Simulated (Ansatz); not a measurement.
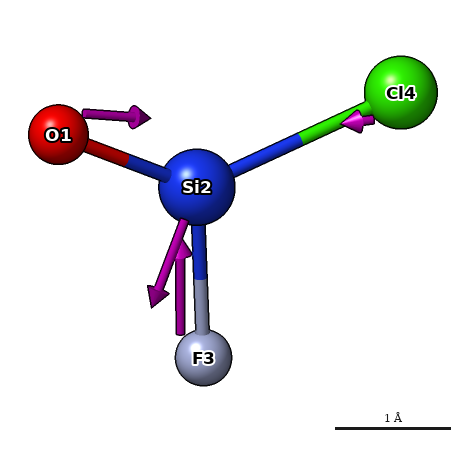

Arrows show the forces on the atoms, 0.5 Å of arrow for 1 eV/Å; forces under a tenth of the largest aren't drawn. Level of theory: SPW92 (LDA)/def2-TZVPP (Ansatz 0.2.0).

### On which atom is the force largest, and how large is it?

On F3: 1.88 eV/Å.

### Which bond do the forces act along most?

Si2–F3, now 1.636 Å: the forces pull its atoms together, so a first step downhill shortens it.

List the force components in the frame of the picture (x right, y up, z towards the viewer), in eV/Å.

```tsv
atom	Fx	Fy	Fz
O1	1.18	−0.09	−0.69
Si2	−0.59	−1.56	−0.29
F3	0.00	1.73	0.74
Cl4	−0.59	−0.08	0.23
```
